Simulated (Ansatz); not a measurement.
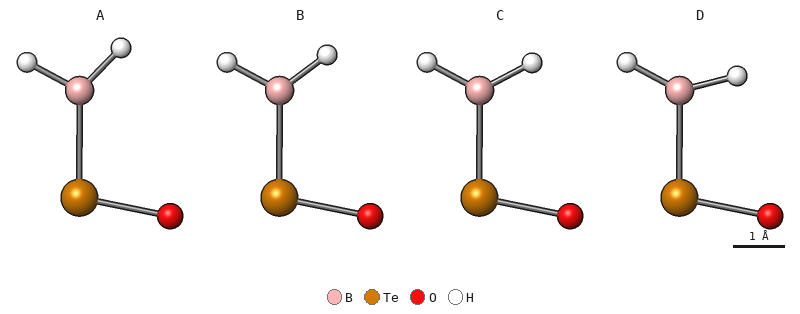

A scan of BH2TeO (multiplicity 2) along one coordinate. A ball-and-stick model, seen onto the plane of the angle.

Level of theory: CCSD(T) (def2-TZVPP, Ansatz), on geometries moved rigidly from the minimum at PBE0-D4/def2-TZVP. Coupled cluster with a frozen core. Elements past krypton carry the basis set's effective core potentials. Energies are counted from the PBE0-D4/def2-TZVP minimum geometry at the same level.

> What is being scanned?

The H–B–H angle is varied, with the rest of the molecule carried along rigidly. In the frames the angle is 106.2° (A), 115.2° (B), 124.2° (C), 137.7° (D). Their energies are 17.7 kJ/mol, 4.2 kJ/mol, 0.0 kJ/mol, 10.8 kJ/mol.
